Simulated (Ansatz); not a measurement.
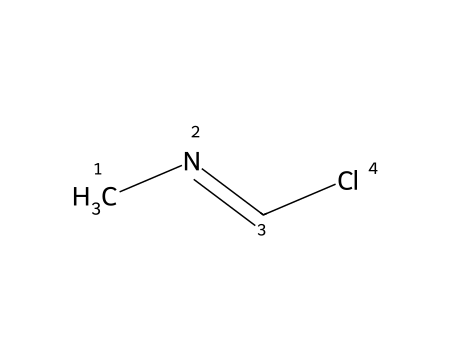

A structural formula, with wedges where it has stereocentres; small numbers name the atoms. The configuration is that of a computed structure (PBE-D4/def2-SVP).

Give the R/S and E/Z labels.

N2=C3: E.
